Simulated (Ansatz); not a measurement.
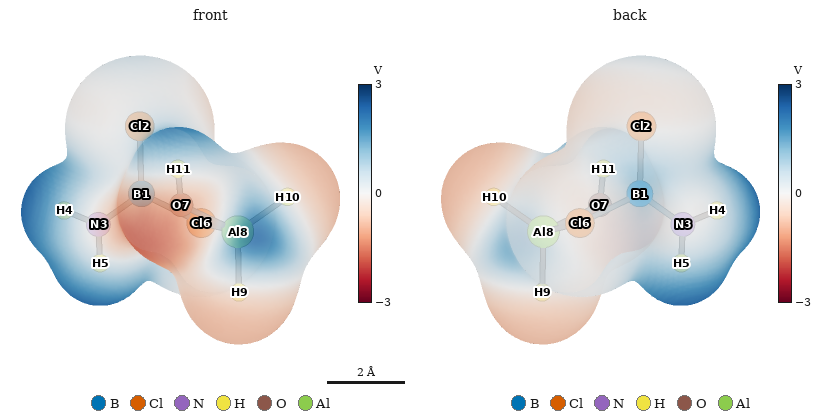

The picture shows: AlBCl$_{2}$H$_{5}$NO. The molecular electrostatic potential painted on the density surface at 0.002 e/bohr³, seen from the front and from behind; red is negative and blue positive.

Computed with Ansatz, RKS B3LYP-D4/def2-SVP.

```xyz
11

B     0.0743   -0.2712    0.2023
Cl    0.4532   -0.5962    1.8967
N     1.0237   -0.2900   -0.7984
H     2.0139   -0.3703   -0.5976
H     0.8022   -0.0678   -1.7620
Cl   -1.6760   -0.0899   -0.2675
O    -0.0184    2.4664    0.7231
Al   -1.6929    2.5565    0.2845
H    -1.9523    3.0373   -1.1977
H    -2.7957    2.5715    1.4219
H     0.2706    2.3340    1.6314
```

**Which sites attract a positive test charge, and which a negative one?**

A positive charge is drawn to the negative regions and a negative charge to the positive ones. The most negative region (about −1.7 V) lies over O7, the most positive (about +2.3 V) over H4 and H5. O7 is the likeliest acceptor of a hydrogen bond.
